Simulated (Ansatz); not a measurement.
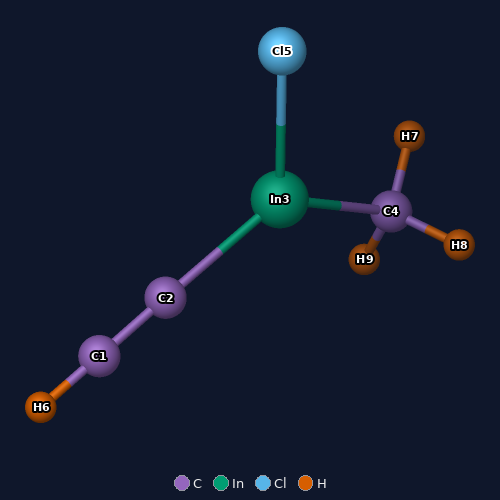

The system is C3H4ClIn, SMILES C#[C][In]([CH3])[Cl]; the picture shows the reference structure. 
- Coordinates scanned: (1) umbrella angle at In3 (between each of its bonds and their common axis; 90 is planar); (2) change of the bonds In3–C2, In3–C4, In3–Cl5, all alike.
- Nothing is relaxed (all other coordinates rigid).
- The scan uses a 9 × 9 grid.
- Points are written as (first, second).
- Energies: kJ/mol, counted from the lowest grid point.
- Method: RKS PBE0-D4/def2-SVP in Ansatz 0.2.0.

Its coordinates:

| atom | x (Å) | y (Å) | z (Å) |
| --- | --- | --- | --- |
| C | 0.8521 | 2.8090 | 0.9235 |
| C | 0.6408 | 1.7480 | 0.3606 |
| In | 0.2568 | -0.0817 | -0.5754 |
| C | -0.8843 | -1.7716 | 0.0587 |
| Cl | 1.3017 | -0.2452 | -2.6861 |
| H | 1.0434 | 3.7481 | 1.4136 |
| H | -1.3123 | -2.2730 | -0.8193 |
| H | -0.2152 | -2.4726 | 0.5789 |
| H | -1.6830 | -1.4610 | 0.7455 |

Range: umbrella angle at In3 (between each of its bonds and their common axis; 90 is planar) from 66 to 114°; change of the bonds In3–C2, In3–C4, In3–Cl5, all alike from −0.242 to 0.373 Å.

> What will the energy surface look like?

The lowest grid point is at (90°, −0.011 Å). No other kind of well shows on this grid. The highest grid point, (66°, −0.242 Å), lies 318 kJ/mol above the lowest. Round the minimum the two coordinates are nearly uncoupled.

```csv
"second ↓, first →",66,72,78,84,90,96,102,108,114
0.373,245,216,194,181,177,181,194,215,244
0.296,198,165,142,128,123,128,141,164,197
0.220,156,121,96,80,75,80,95,120,155
0.143,124,85,58,41,35,40,57,84,122
0.066,105,63,33,14,8,14,32,61,103
−0.011,105,59,27,7,0,6,26,58,103
−0.088,134,83,47,26,18,25,46,82,131
−0.165,200,144,105,81,73,81,104,142,197
−0.242,318,256,213,187,178,186,211,253,313
```

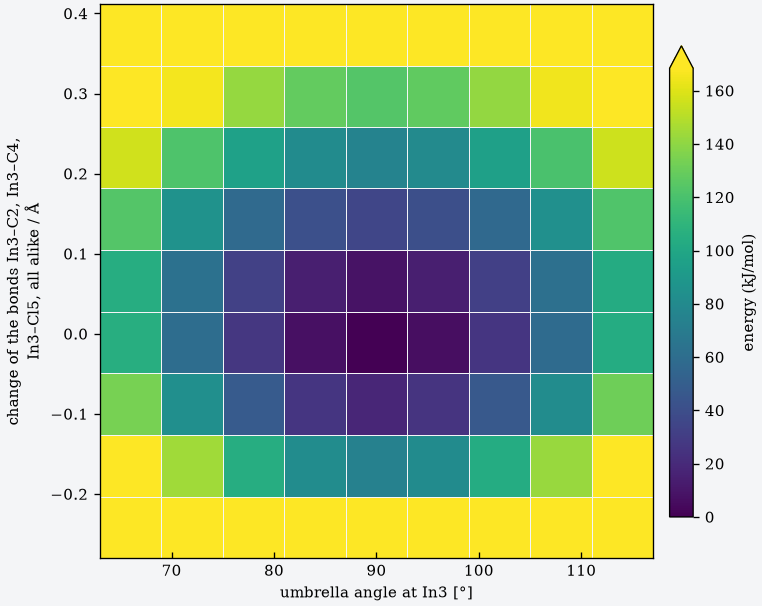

Drawn: one coloured cell a grid point, one colour for all values above the top of the scale.

The whole map (81 points run) took 9.8 min on 1 thread of Arm Neoverse V2, on a shared host.
